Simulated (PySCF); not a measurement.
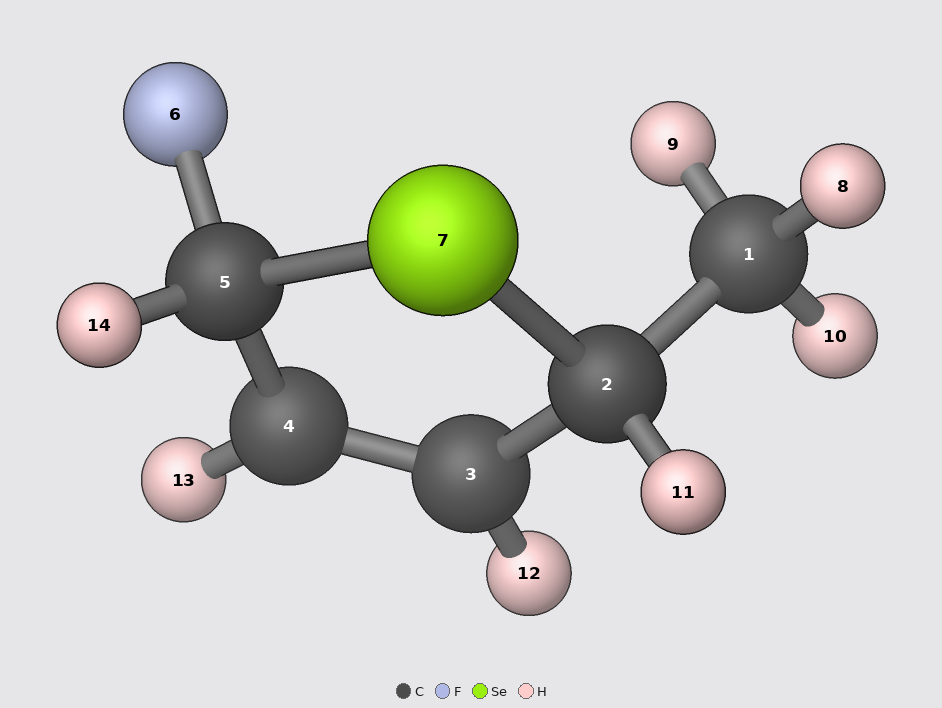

Atoms carry their numbers in the input. The geometry was computed by an optimisation with GFN2-xTB. No frequency run is at hand to confirm it as a minimum.

Which atoms are bonded, and how long are the bonds?

| bond | length (Å) | order |
| --- | --- | --- |
| C1–C2 | 1.523 | single |
| C1–H8 | 1.088 | single |
| C1–H9 | 1.088 | single |
| C1–H10 | 1.089 | single |
| C2–C3 | 1.493 | single |
| C2–Se7 | 1.999 | single |
| C2–H11 | 1.094 | single |
| C3–C4 | 1.321 | double |
| C3–H12 | 1.079 | single |
| C4–C5 | 1.494 | single |
| C4–H13 | 1.079 | single |
| C5–F6 | 1.374 | single |
| C5–Se7 | 1.977 | single |
| C5–H14 | 1.097 | single |
